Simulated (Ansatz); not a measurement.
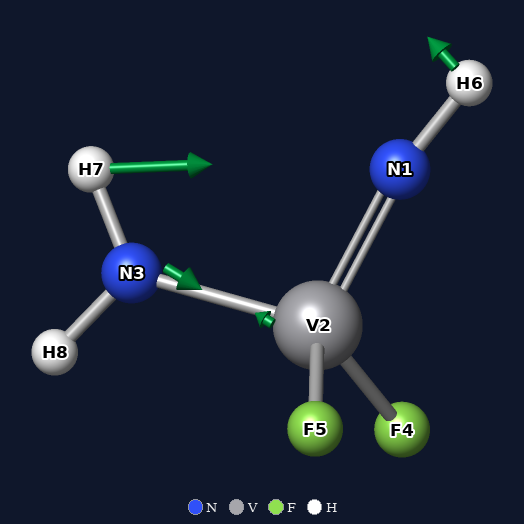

The arrows show one normal mode. Charge 0, singlet. Harmonic vibrations computed with RKS PBE0-D4/def2-TZVP (Ansatz 0.2.0) at a stationary point of the same level.

Estimate its harmonic wavenumber.

818 cm⁻¹; it is mode 13 of 18 counted from the lowest.
